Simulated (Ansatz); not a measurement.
**AsH3 (SMILES [H][As]([H])[H]): HSE06/STO-3G**

Aim: the energy change on altering one bond length of AsH3 at HSE06/STO-3G, from 2 runs. 

The calculation is run with Ansatz 0.2.0.

32 further runs of the same task are left out: 2 that didn't finish, 30 set aside as unsound or not needed.

### 1 Starting point

AsH3 has 4 atoms, charge 0, and is taken as a singlet. As SMILES, `[H][As]([H])[H]`. The shape comes from GFN2-xTB, which is rough for such elements, and wasn't checked as a minimum.

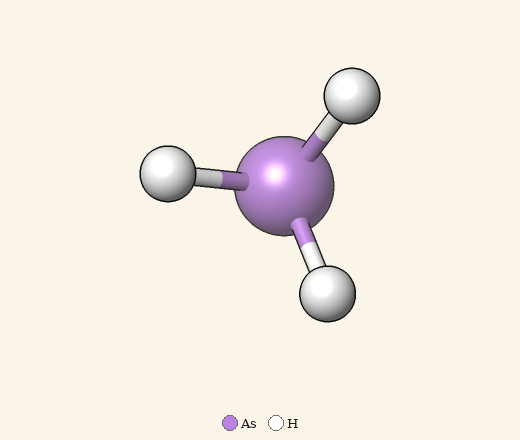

Viewed from a chosen angle; arsenic purple, hydrogen white.

### 2 A single-point energy at HSE06/STO-3G

File input.yaml:

```yaml
crystal:
  periodic: [false, false, false]
  atoms:
    - {symbol: As, position_ang: [-0.004370, 0.005540, 0.655970]}
    - {symbol: H, position_ang: [1.216520, -0.029700, -0.207950]}
    - {symbol: H, position_ang: [-0.582780, 1.061080, -0.232340]}
    - {symbol: H, position_ang: [-0.629370, -1.036930, -0.215680]}
basis:
  gaussian:
    orbitals: STO-3G
accuracy: high
hamiltonian:
  xc: hse06
```

Started as:

```sh
$ ansatz run input.yaml --threads 1 --pin off --max-ram 2610MiB --events-out events.jsonl --progress --plain --runs-dir runs
```

Output:

```text
Warning: RAYON_NUM_THREADS=1 ignored (pool sized by the plan → 1); use --threads N
Functional definition: HSE06
  name "HSE06"
  parameter a = 0.25
  parameter omega = 0.11/bohr
  exchange = pbe_x - a*pbe_x_sr(omega) + a*exact_x_sr(omega)
  correlation = pbe_c
262 factors; integrals over basis functions are off by at most 5.9e-9 eV
47 factors; integrals over basis functions are off by at most 5.2e-10 eV
mean field evaluation 1: about -60195.7918 eV, gradient 2.7e0 eV
mean field evaluation 2: about -60195.8111 eV, gradient 9.5e-1 eV
mean field evaluation 4: about -60195.8137 eV, gradient 8.3e-4 eV
mean field evaluation 8: about -60195.7920 eV, gradient 1.0e-4 eV
mean field -60195.79202089 eV, -2212.1545545943 hartree, gradient 2.2e-8 eV, S^2 0.000000; 0 other end points of the search recorded, 0 dependent functions left out
reference -60195.79202245 eV, -2212.1545546517 hartree; 18, 18 occupied and 3, 3 virtual orbitals, 262 factors
Total energy: -60195.79202245 eV, -2212.1545546517 hartree
```

Run time: 0.99 s. Hardware: 1 thread of Arm Neoverse V1, shared host.

### 3 The distorted shape at the same level

File job.yaml:

```yaml
crystal:
  periodic: [false, false, false]
  atoms:
    - {symbol: As, position_ang: [-0.309621, 0.014351, 0.871970]}
    - {symbol: H, position_ang: [1.216520, -0.029700, -0.207950]}
    - {symbol: H, position_ang: [-0.888031, 1.069891, -0.016340]}
    - {symbol: H, position_ang: [-0.934621, -1.028119, 0.000320]}
basis:
  gaussian:
    orbitals: STO-3G
hamiltonian:
  xc: {name: HSE06}
accuracy: high
```

Started as:

```sh
$ ansatz run job.yaml --threads 1 --pin off --max-ram 2610MiB --events-out events.jsonl --progress --plain --runs-dir runs
```

Output:

```text
Warning: RAYON_NUM_THREADS=1 ignored (pool sized by the plan → 1); use --threads N
Functional definition: HSE06
  name "HSE06"
  parameter a = 0.25
  parameter omega = 0.11/bohr
  exchange = pbe_x - a*pbe_x_sr(omega) + a*exact_x_sr(omega)
  correlation = pbe_c
259 factors; integrals over basis functions are off by at most 6.6e-9 eV
47 factors; integrals over basis functions are off by at most 5.1e-10 eV
mean field evaluation 1: about -60194.5909 eV, gradient 4.0e0 eV
mean field evaluation 2: about -60194.5822 eV, gradient 3.8e0 eV
mean field evaluation 4: about -60194.6621 eV, gradient 2.9e-3 eV
mean field evaluation 8: about -60194.6313 eV, gradient 3.4e-4 eV
mean field -60194.63133044 eV, -2212.1119000070 hartree, gradient 1.8e-8 eV, S^2 0.000000; 0 other end points of the search recorded, 0 dependent functions left out
reference -60194.63133204 eV, -2212.1119000660 hartree; 18, 18 occupied and 3, 3 virtual orbitals, 259 factors
Total energy: -60194.63133204 eV, -2212.1119000660 hartree
```

Wall time 0.99 s (1 thread of Arm Neoverse V1, shared host).

### 4 What came out

At HSE06/STO-3G:

| quantity | value |
| --- | --- |
| first shape: total energy | -2212.15455 Eh |
| distorted shape: total energy | -2212.11190 Eh |
| energy change with the As1–H2 bond stretched from 1.496 to 1.870 Å | 1.161 eV |

In words: With the As1–H2 bond stretched from 1.496 to 1.870 Å the energy rises by 1.16 eV (112 kJ/mol). The first shape isn't relaxed at this level, so the change isn't measured from a minimum. The minimal basis adds a large error of its own.
